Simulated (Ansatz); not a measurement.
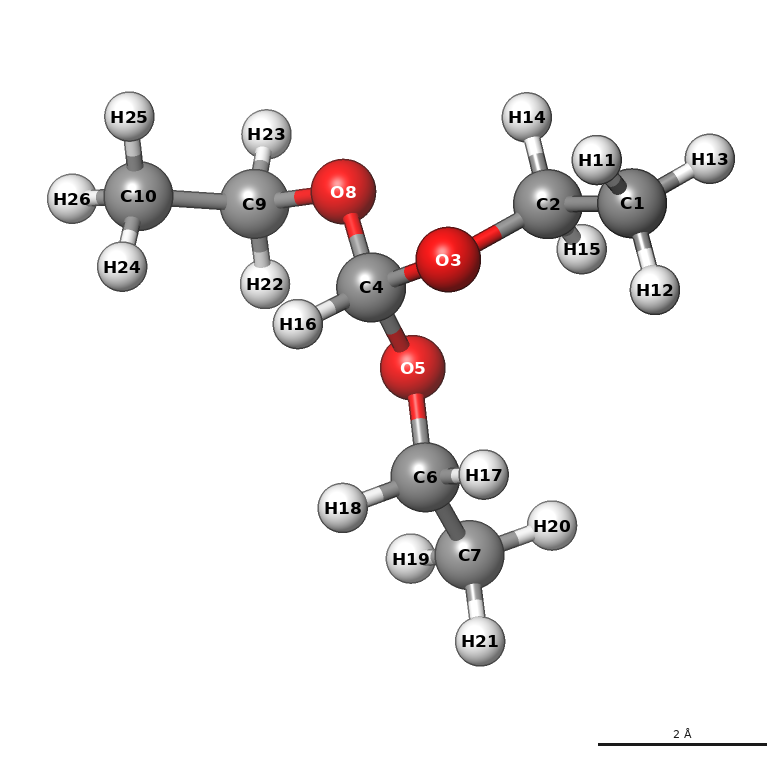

The computed structure is the end point of a PBE-D4/def2-SVP optimisation. No frequency run is at hand to confirm it as a minimum.

Estimate the angles C1–C2–H14, C2–O3–C4, O3–C4–O5, C4–O8–C9, O5–C4–O8, O5–C6–H18, C6–C7–H20, C7–C6–H18, O8–C9–H22, O8–C9–H23, C9–C10–H25, C9–C10–H26.

```csv
angle,degrees
C1–C2–H14,111.3
C2–O3–C4,115.3
O3–C4–O5,113.0
C4–O8–C9,116.0
O5–C4–O8,107.4
O5–C6–H18,109.9
C6–C7–H20,110.7
C7–C6–H18,110.7
O8–C9–H22,109.7
O8–C9–H23,105.2
C9–C10–H25,110.7
C9–C10–H26,110.4
```
